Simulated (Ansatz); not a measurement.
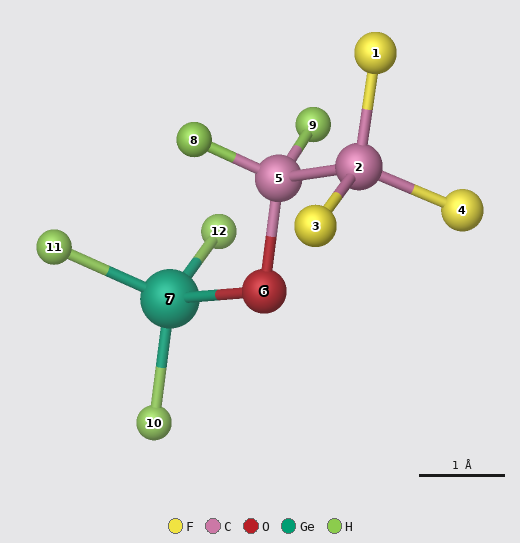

Fig. 1: The input geometry (ball-and-stick view, seen at a tilt; atoms are numbered from 1 in the order of the input). Sticks mark near contacts. Bond lengths as drawn: C–C 1.53 Å, C–F 1.39 to 1.42 Å, C–H 1.13 to 1.14 Å, C–O 1.39 Å, Ge–H 1.53 to 1.56 Å and Ge–O 1.81 Å.

## Geometry relaxation, with input and output: C2H5F3GeO

System: C2H5F3GeO, SMILES FC(F)(F)C[O][GeH3].
Method: RKS PBE-D4/def2-SVP (Ansatz 0.2.0).

The geometry: force-field start. Figures and captions count atoms from 1; the log counts them from 0 in places.

What the program printed
```
Functional definition: PBE
  name "PBE"
  cite "Perdew, Burke & Ernzerhof, Phys. Rev. Lett. 77, 3865 (1996) doi:10.1103/PhysRevLett.77.3865"
  parent pbe
  parameter kappa = 0.804
  parameter beta = 0.06672455060314922
  exchange = pbe_x(kappa = kappa, mu = beta*pi^2/3)
  correlation = pbe_c(beta = beta)
1544 factors; their error is unknown
mean field evaluation 1: about -68827.0702 eV, gradient 6.1e1 eV
mean field evaluation 2: about -68797.0972 eV, gradient 1.4e2 eV
mean field evaluation 4: about -68833.5055 eV, gradient 9.6e0 eV
mean field evaluation 8: about -68833.6632 eV, gradient 1.9e-1 eV
mean field evaluation 16: about -68833.5630 eV, gradient 6.3e-4 eV
mean field -68833.56297828 eV, -2529.5867823869 hartree, gradient 1.1e-5 eV, S^2 0.000000; 0 other end points of the search recorded, 0 dependent functions left out
the calculation of the forces begins
reference -68833.56301091 eV, -2529.5867835861 hartree; 42, 42 occupied and 99, 99 virtual orbitals, 1544 factors
relax step   1: F+E_penalty+E_count = -68833.80340543 eV  Δ(F+E_penalty+E_count) = +0.000e0 eV  max|allowed force component| = 1.870e0 eV/Å  Δτ_max = 0.0000 Å  (30 SCF iters, accepted)
these checks for a lower state are left out or cut short: starts, cluster_reference, orbital_swaps, neighbouring_geometries, increment
1544 factors; their error is unknown
mean field -68833.85879865 eV, -2529.5976535851 hartree, gradient 7.4e-6 eV, S^2 0.000000; 0 other end points of the search recorded, 0 dependent functions left out
the calculation of the forces begins
reference -68833.85883151 eV, -2529.5976547927 hartree; 42, 42 occupied and 99, 99 virtual orbitals, 1544 factors
relax step   2: F+E_penalty+E_count = -68834.09730696 eV  Δ(F+E_penalty+E_count) = -2.939e-1 eV  max|allowed force component| = 9.750e-1 eV/Å  Δτ_max = 0.0941 Å  (31 SCF iters, accepted)
these checks for a lower state are left out or cut short: starts, cluster_reference, orbital_swaps, neighbouring_geometries, increment
1544 factors; their error is unknown
mean field evaluation 32: about -68833.8222 eV, gradient 7.7e-5 eV
mean field -68833.82222713 eV, -2529.5963096064 hartree, gradient 1.6e-5 eV, S^2 0.000000; 0 other end points of the search recorded, 0 dependent functions left out
the calculation of the forces begins
reference -68833.82226061 eV, -2529.5963108369 hartree; 42, 42 occupied and 99, 99 virtual orbitals, 1544 factors
relax step   3: F+E_penalty+E_count = -68834.06087443 eV  Δ(F+E_penalty+E_count) = +3.643e-2 eV  max|allowed force component| = 1.743e0 eV/Å  Δτ_max = 0.2000 Å  (37 SCF iters, rejected (line search))
these checks for a lower state are left out or cut short: starts, cluster_reference, orbital_swaps, neighbouring_geometries, increment
1544 factors; their error is unknown
mean field -68833.92010398 eV, -2529.5999065145 hartree, gradient 2.0e-5 eV, S^2 0.000000; 0 other end points of the search recorded, 0 dependent functions left out
the calculation of the forces begins
reference -68833.92013711 eV, -2529.5999077321 hartree; 42, 42 occupied and 99, 99 virtual orbitals, 1544 factors
relax step   4: F+E_penalty+E_count = -68834.15782692 eV  Δ(F+E_penalty+E_count) = -6.052e-2 eV  max|allowed force component| = 9.631e-2 eV/Å  Δτ_max = 0.0976 Å  (30 SCF iters, accepted)
these checks for a lower state are left out or cut short: starts, cluster_reference, orbital_swaps, neighbouring_geometries, increment
1544 factors; their error is unknown
mean field -68833.92915526 eV, -2529.6002391428 hartree, gradient 1.9e-5 eV, S^2 0.000000; 0 other end points of the search recorded, 0 dependent functions left out
the calculation of the forces begins
reference -68833.92918855 eV, -2529.6002403663 hartree; 42, 42 occupied and 99, 99 virtual orbitals, 1544 factors
relax step   5: F+E_penalty+E_count = -68834.16597005 eV  Δ(F+E_penalty+E_count) = -8.143e-3 eV  max|allowed force component| = 4.784e-2 eV/Å  Δτ_max = 0.0705 Å  (30 SCF iters, accepted)
these checks for a lower state are left out or cut short: starts, cluster_reference, orbital_swaps, neighbouring_geometries, increment
1544 factors; their error is unknown
mean field -68833.92869042 eV, -2529.6002220604 hartree, gradient 1.7e-5 eV, S^2 0.000000; 0 other end points of the search recorded, 0 dependent functions left out
the calculation of the forces begins
reference -68833.92872372 eV, -2529.6002232840 hartree; 42, 42 occupied and 99, 99 virtual orbitals, 1544 factors
relax step   6: F+E_penalty+E_count = -68834.16543149 eV  Δ(F+E_penalty+E_count) = +5.386e-4 eV  max|allowed force component| = 1.513e-1 eV/Å  Δτ_max = 0.0271 Å  (31 SCF iters, rejected (line search))
these checks for a lower state are left out or cut short: starts, cluster_reference, orbital_swaps, neighbouring_geometries, increment
1544 factors; their error is unknown
mean field -68833.92992057 eV, -2529.6002672676 hartree, gradient 1.6e-5 eV, S^2 0.000000; 0 other end points of the search recorded, 0 dependent functions left out
the calculation of the forces begins
reference -68833.92995387 eV, -2529.6002684912 hartree; 42, 42 occupied and 99, 99 virtual orbitals, 1544 factors
relax step   7: F+E_penalty+E_count = -68834.16675347 eV  Δ(F+E_penalty+E_count) = -7.834e-4 eV  max|allowed force component| = 1.763e-2 eV/Å  Δτ_max = 0.0132 Å  (31 SCF iters, accepted)
1544 factors; their error is unknown
mean field evaluation 64: about -68834.0314 eV, gradient 2.3e-1 eV
```

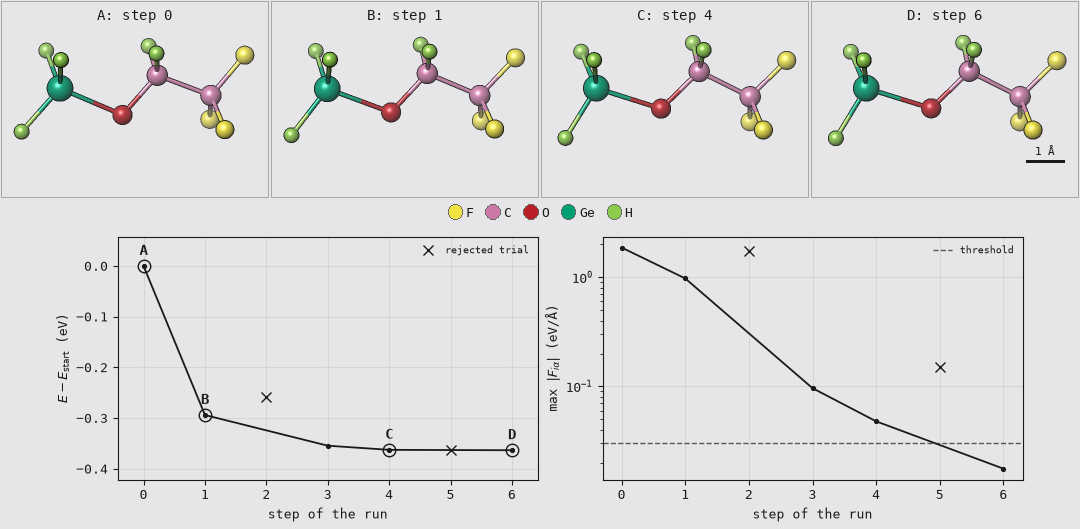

Fig. 2: Frames of the relaxation (ball-and-stick view, seen at a tilt) above the curves, on which the letters mark them (the first geometry is step 0 here and step 1 in the log).

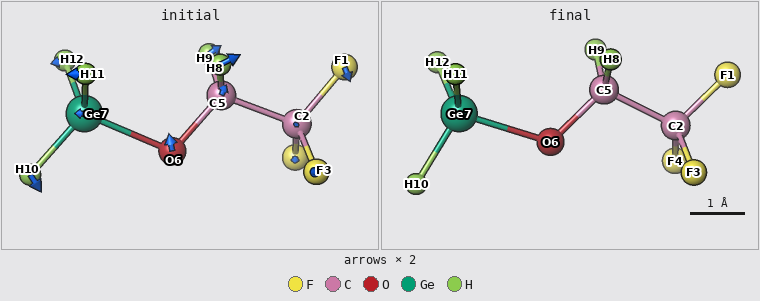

Fig. 3: Before (left) and after (right) the relaxation, at one scale (ball-and-stick view, seen at a tilt). The blue arrows give the displacements, magnified 2 times. Over 6 geometry steps the energy falls by 0.363 eV. Largest force component: 1.9 eV/Å at the start, 0.018 eV/Å at the end. The line search rejected the trial steps at points 2, 5 (counted from 0) and went back. H8 moves most after the best rigid fit: 0.22 Å. By element the largest moves are H 0.22 Å, O 0.18 Å, F 0.16 Å, C 0.12 Å, Ge 0.10 Å. Among the contacts that change: C2–F3 1.415 → 1.348 Å, C2–F4 1.393 → 1.348 Å, F1–C2 1.390 → 1.358 Å, C5–H9 1.139 → 1.118 Å. Among the angles that change: C5–O6–Ge7 108.3° → 118.5°, F4–C2–C5 106.4° → 111.8°, O6–Ge7–H10 108.5° → 103.9°. (Atoms are counted from 1 in the order of the input.)

```
mean field -68833.92992057 eV, -2529.6002672676 hartree, gradient 1.9e-5 eV, S^2 0.000000; 1 other end points of the search recorded, 0 dependent functions left out
the calculation of the forces begins
reference -68833.92995387 eV, -2529.6002684912 hartree; 42, 42 occupied and 99, 99 virtual orbitals, 1544 factors
Total energy: -68834.16678676 eV, -2529.6089719395 hartree
Atom 0 at    -1.597778    -1.242183     2.142448 Å, force    -0.003039    -0.003094    -0.016526 eV/Å
Atom 1 at    -1.327682    -1.142483     0.815650 Å, force     0.006081     0.006413     0.004063 eV/Å
Atom 2 at    -2.466424    -0.788740     0.185942 Å, force    -0.002050     0.002893    -0.002902 eV/Å
Atom 3 at    -0.971129    -2.364876     0.371756 Å, force     0.002836    -0.004560    -0.001022 eV/Å
Atom 4 at    -0.218975    -0.116401     0.604571 Å, force    -0.006886    -0.003179     0.017629 eV/Å
Atom 5 at     0.062693    -0.016369    -0.763492 Å, force    -0.001627    -0.002014    -0.002460 eV/Å
Atom 6 at     1.385628     1.102035    -1.294938 Å, force    -0.004392    -0.001591     0.009573 eV/Å
Atom 7 at    -0.580784     0.841114     1.052866 Å, force     0.003652     0.001671     0.002928 eV/Å
Atom 8 at     0.652755    -0.460745     1.213114 Å, force     0.002718     0.002902     0.001188 eV/Å
Atom 9 at     1.413010     0.941268    -2.827754 Å, force    -0.003422    -0.003173     0.000400 eV/Å
Atom 10 at     1.016727     2.545001    -0.848585 Å, force     0.002876     0.001704    -0.006542 eV/Å
Atom 11 at     2.709060     0.647177    -0.617480 Å, force     0.003254     0.002027    -0.006329 eV/Å
Dipole moment:     0.471542     0.432090    -0.017668 e Å
```

Trajectory as extended XYZ (Å, eV, eV/Å), 7 frames, from step=1 to step=7
```
12
Properties=species:S:1:pos:R:3:forces:R:3 step=1 energy=-68833.80340
F    -1.4886   -1.1751    2.2329   -0.3898   0.1018  -1.7738
C    -1.3422   -1.1191    0.8517    0.2272  -0.2797  -0.2714
F    -2.5443   -0.7283    0.2156    1.8700  -1.1925   1.4165
F    -0.9228   -2.3785    0.4288   -1.3291   1.2482   0.4230
C    -0.2194   -0.1460    0.4900   -0.1068   0.6243   1.0318
O    -0.0241   -0.1130   -0.8858    0.3495  -0.1243  -0.3404
Ge    1.3280    1.0389   -1.2399    0.1970   0.5764  -0.2826
H    -0.4801    0.8891    0.8634   -0.1679  -0.4379   0.1923
H     0.7080   -0.4505    1.0761   -0.5480  -0.0745  -0.2579
H     1.5507    1.0767   -2.7499   -0.0773  -0.1381  -0.3170
H     0.8904    2.4537   -0.7363   -0.0024  -0.1699   0.0463
H     2.6215    0.5969   -0.5125   -0.0224  -0.1337   0.1334
12
Properties=species:S:1:pos:R:3:forces:R:3 step=2 energy=-68834.09731
F    -1.5392   -1.1937    2.1847    0.1665   0.1943  -0.6878
C    -1.3108   -1.1198    0.8358   -0.8941  -0.6746  -0.1344
F    -2.5003   -0.7720    0.2314    0.9750  -0.3059   0.4714
F    -0.9827   -2.3850    0.4175   -0.2272   0.9132   0.1846
C    -0.2056   -0.1179    0.5293    0.0225  -0.0309   0.3377
O     0.0386   -0.0810   -0.8505    0.0377   0.0386   0.0618
Ge    1.3614    1.0841   -1.2926    0.0305   0.0256   0.0462
H    -0.5217    0.8794    0.9455   -0.0205  -0.2592  -0.0424
H     0.6814   -0.4558    1.1355   -0.1306   0.0869  -0.1523
H     1.5182    1.0370   -2.8288   -0.0695  -0.0344   0.0673
H     0.9127    2.4708   -0.7447    0.0480   0.0093  -0.0910
H     2.6250    0.5985   -0.5289    0.0617   0.0372  -0.0609
12
Properties=species:S:1:pos:R:3:forces:R:3 step=3 energy=-68834.06087 accepted=F
F    -1.5144   -1.2385    2.1257   -0.5511  -0.4518   0.9996
C    -1.3276   -1.1658    0.8079    1.7427   1.6324  -0.4153
F    -2.4549   -0.8203    0.2080   -1.1405  -0.1570  -0.3646
F    -0.8996   -2.3325    0.3477   -0.1138  -1.1225  -0.2567
C    -0.2579   -0.0891    0.5811   -0.2809   0.1349   0.0300
O     0.0230    0.0555   -0.7799   -0.6417  -0.5469   0.2395
Ge    1.3871    1.0791   -1.2715    0.5201   0.5153  -0.2299
H    -0.6536    0.8383    1.0552   -0.0536   0.1543  -0.0497
H     0.6163   -0.3902    1.1822    0.4035  -0.1802   0.1863
H     1.3891    0.9053   -2.7987    0.0816   0.0482  -0.1026
H     1.0790    2.5430   -0.8291    0.0718  -0.0453  -0.0263
H     2.6907    0.5600   -0.5944   -0.0381   0.0184  -0.0104
12
Properties=species:S:1:pos:R:3:forces:R:3 step=4 energy=-68834.15783
F    -1.5535   -1.2118    2.1610    0.0067   0.0141   0.0400
C    -1.3238   -1.1373    0.8269   -0.0433  -0.0516  -0.0819
F    -2.4840   -0.7972    0.2270    0.0433   0.0157  -0.0107
F    -0.9825   -2.3702    0.3966    0.0106   0.0342  -0.0041
C    -0.2205   -0.1181    0.5621   -0.0280   0.0166   0.0963
O     0.0429   -0.0443   -0.8122    0.0054   0.0107   0.0049
Ge    1.3758    1.0896   -1.2873    0.0554   0.0745  -0.0418
H    -0.5687    0.8535    0.9955   -0.0043  -0.0551  -0.0068
H     0.6636   -0.4477    1.1622   -0.0152  -0.0051   0.0040
H     1.4744    0.9980   -2.8258   -0.0413  -0.0395   0.0466
H     0.9796    2.5148   -0.8004    0.0204  -0.0282  -0.0215
H     2.6737    0.6154   -0.5716   -0.0098   0.0138  -0.0250
12
Properties=species:S:1:pos:R:3:forces:R:3 step=5 energy=-68834.16597
F    -1.5900   -1.2363    2.1459   -0.0023  -0.0039  -0.0132
C    -1.3285   -1.1431    0.8168   -0.0040  -0.0034   0.0106
F    -2.4725   -0.7927    0.1940    0.0234   0.0062  -0.0087
F    -0.9758   -2.3685    0.3772    0.0061   0.0192  -0.0060
C    -0.2205   -0.1178    0.5974    0.0405   0.0200  -0.0109
O     0.0619   -0.0182   -0.7716   -0.0478  -0.0391   0.0262
Ge    1.3856    1.1018   -1.2940    0.0181   0.0182   0.0062
H    -0.5777    0.8420    1.0437   -0.0212   0.0004   0.0077
H     0.6544   -0.4573    1.2045   -0.0132  -0.0165   0.0023
H     1.4231    0.9497   -2.8281   -0.0080  -0.0044   0.0101
H     1.0117    2.5421   -0.8408    0.0107  -0.0061  -0.0125
H     2.7053    0.6429   -0.6107   -0.0021   0.0093  -0.0119
12
Properties=species:S:1:pos:R:3:forces:R:3 step=6 energy=-68834.16543 accepted=F
F    -1.6037   -1.2464    2.1358   -0.0108  -0.0097   0.0149
C    -1.3271   -1.1424    0.8106   -0.0596  -0.0331   0.1000
F    -2.4657   -0.7883    0.1789    0.0602   0.0229  -0.0099
F    -0.9726   -2.3661    0.3663    0.0301   0.0568  -0.0115
C    -0.2157   -0.1142    0.6140   -0.1513  -0.1128   0.0396
O     0.0629   -0.0169   -0.7515    0.1454   0.1150  -0.1198
Ge    1.3853    1.1025   -1.2932   -0.0250  -0.0274  -0.0271
H    -0.5833    0.8407    1.0645    0.0270  -0.0091  -0.0036
H     0.6507   -0.4656    1.2258    0.0157   0.0217  -0.0035
H     1.4030    0.9330   -2.8250   -0.0063  -0.0084  -0.0073
H     1.0248    2.5517   -0.8622   -0.0163  -0.0037   0.0150
H     2.7185    0.6568   -0.6297   -0.0091  -0.0122   0.0131
12
Properties=species:S:1:pos:R:3:forces:R:3 step=7 energy=-68834.16675
F    -1.5978   -1.2422    2.1424   -0.0030  -0.0031  -0.0165
C    -1.3277   -1.1425    0.8156    0.0061   0.0064   0.0041
F    -2.4664   -0.7887    0.1859   -0.0021   0.0029  -0.0029
F    -0.9711   -2.3649    0.3718    0.0028  -0.0046  -0.0010
C    -0.2190   -0.1164    0.6046   -0.0069  -0.0032   0.0176
O     0.0627   -0.0164   -0.7635   -0.0016  -0.0020  -0.0025
Ge    1.3856    1.1020   -1.2949   -0.0044  -0.0016   0.0096
H    -0.5808    0.8411    1.0529    0.0037   0.0017   0.0029
H     0.6528   -0.4607    1.2131    0.0027   0.0029   0.0012
H     1.4130    0.9413   -2.8278   -0.0034  -0.0032   0.0004
H     1.0167    2.5450   -0.8486    0.0029   0.0017  -0.0065
H     2.7091    0.6472   -0.6175    0.0033   0.0020  -0.0063
```

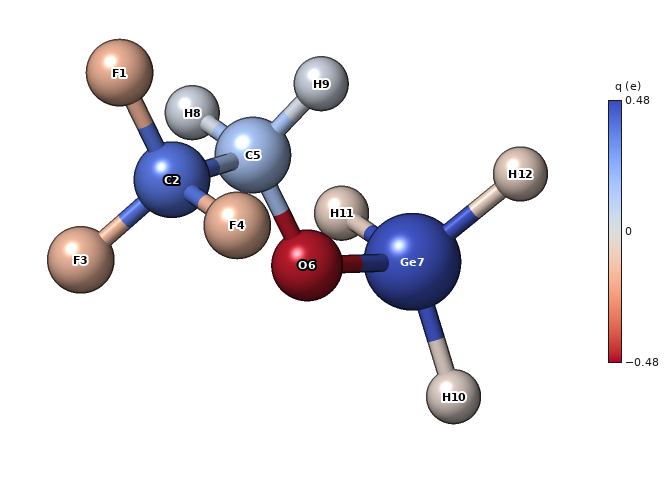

Fig. 4: Mulliken charges, as the colour of each atom (ball-and-stick view, seen at an oblique angle; atoms are numbered from 1 in the order of the input). By element: F −0.16 to −0.14, C +0.15 to +0.39, O −0.46, Ge +0.46 and H −0.06 to +0.03 e.

The run was set up as follows.

The input
```yaml
crystal:
  periodic: [false, false, false]
  atoms:
    - {symbol: F, position_ang: [-1.488600, -1.175100, 2.232900]}
    - {symbol: C, position_ang: [-1.342200, -1.119100, 0.851700]}
    - {symbol: F, position_ang: [-2.544300, -0.728300, 0.215600]}
    - {symbol: F, position_ang: [-0.922800, -2.378500, 0.428800]}
    - {symbol: C, position_ang: [-0.219400, -0.146000, 0.490000]}
    - {symbol: O, position_ang: [-0.024100, -0.113000, -0.885800]}
    - {symbol: Ge, position_ang: [1.328000, 1.038900, -1.239900]}
    - {symbol: H, position_ang: [-0.480100, 0.889100, 0.863400]}
    - {symbol: H, position_ang: [0.708000, -0.450500, 1.076100]}
    - {symbol: H, position_ang: [1.550700, 1.076700, -2.749900]}
    - {symbol: H, position_ang: [0.890400, 2.453700, -0.736300]}
    - {symbol: H, position_ang: [2.621500, 0.596900, -0.512500]}
basis:
  gaussian: {orbitals: def2-SVP}
hamiltonian: {xc: pbe, dispersion: d4}
relax: {f_tol: 0.03, max_steps: 200}
```

Launch command:
```bash
ansatz run in.yaml --threads 4 --pin off --events-out ev --progress --plain --max-ram 11315MiB
```

Results in brief

```tsv
quantity	value
outcome	converged
total energy	−68834.1668 eV
mean-field energy	−68833.9300 eV
dispersion energy	−0.2368 eV
SCF solution under orbital rotations	stable
largest force (length of the vector) at the end	0.019 eV/Å
dipole moment	3.07 D
hardware	4 threads of Intel Xeon, 31 GiB of memory available, shared host
wall time	11 s (CPU time 37 s)
peak memory	0.22 GiB
```
